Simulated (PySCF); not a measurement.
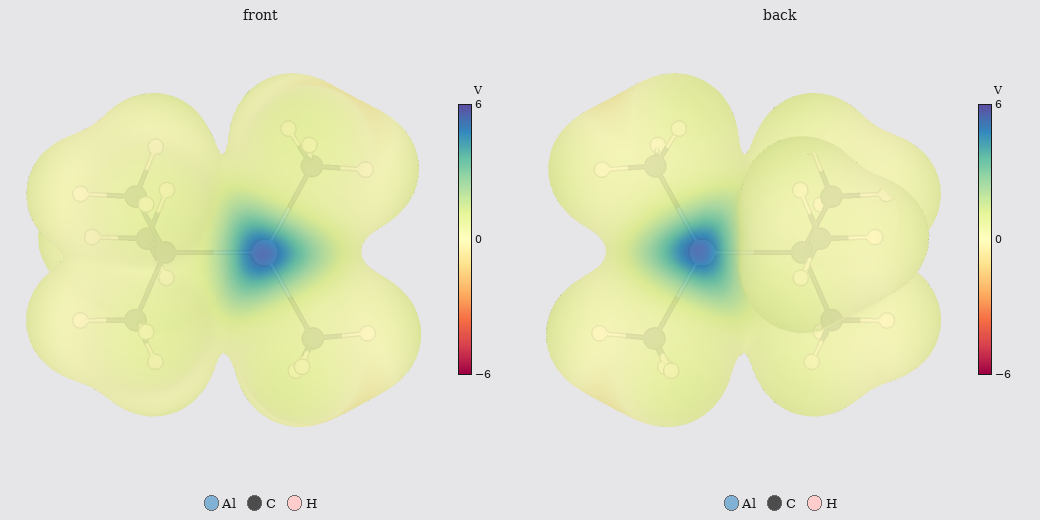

Figure 1: C$_{6}$H$_{15}$Al (AlMe2(tBu)). The electrostatic potential painted on the density surface at 0.004 e/bohr³, seen from the front and from behind; the colour scale runs from red (negative) to blue (positive).

Geometry: PBE0-D3(BJ)/def2-SVP.

These are results of CAM-B3LYP/def2-SVPD, SCF density, gas phase in PySCF 2.14.0, not measurements.

```xyz
22

Al    0.5609    0.9659   -0.0013
C     2.5239    0.9400   -0.0309
H     2.9196    0.5445    0.9214
H     2.9775    1.9306   -0.1919
H     2.9014    0.2647   -0.8184
C    -0.4651    2.6387   -0.0539
H    -1.3579    2.5541   -0.6965
H     0.1221    3.5046   -0.3985
H    -0.8403    2.8846    0.9563
C    -0.4332   -0.7612    0.0508
C    -0.8699   -1.0453   -1.3931
C    -1.6771   -0.6430    0.9347
C     0.4496   -1.9065    0.5468
H    -1.4462   -1.9901   -1.4522
H    -1.5214   -0.2521   -1.7996
H    -0.0114   -1.1571   -2.0789
H    -2.3437    0.1732    0.6094
H    -1.4222   -0.4570    1.9920
H    -2.2723   -1.5772    0.9085
H     0.7751   -1.7589    1.5904
H     1.3601   -2.0262   -0.0637
H    -0.0935   -2.8715    0.5116
```

**Where is the surface potential most negative and most positive?**

The most negative region (about −0.4 V, or −9 kcal/mol for a unit charge) lies over C2 and C6, the most positive (about +5.0 V, or +115 kcal/mol for a unit charge) over Al1.
